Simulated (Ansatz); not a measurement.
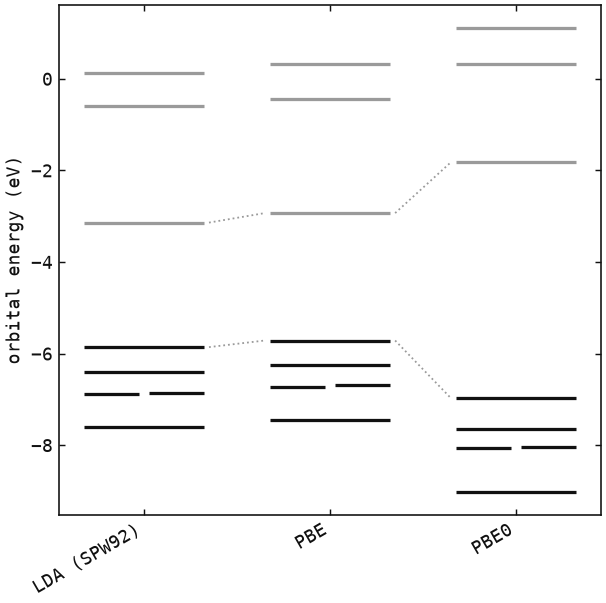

Frontier orbital energies of C₅H₁₂ClGaO, SMILES CC(C)=[O+][Ga-]([CH3])([CH3])[Cl], singlet at one geometry, def2-TZVPP, the Ansatz code, at a PBE0-D4/def2-TZVP geometry (no frequency check). Empty levels are grey, levels within 0.1 eV stand side by side; all columns show the same few orbitals around the gap. Dotted lines join the HOMOs and the LUMOs.

How do the frontier levels move from column to column?

The separation grows from 2.72 eV (LDA (SPW92)) to 5.15 eV (PBE0).

| level | HOMO (eV) | LUMO (eV) | separation (eV) |
| --- | --- | --- | --- |
| LDA (SPW92) | −5.86 | −3.14 | 2.72 |
| PBE | −5.71 | −2.93 | 2.78 |
| PBE0 | −6.97 | −1.82 | 5.15 |

Limits of at least one run: empty levels above zero depend strongly on the basis; no scalar relativity up to krypton; one conformer of a flexible molecule.
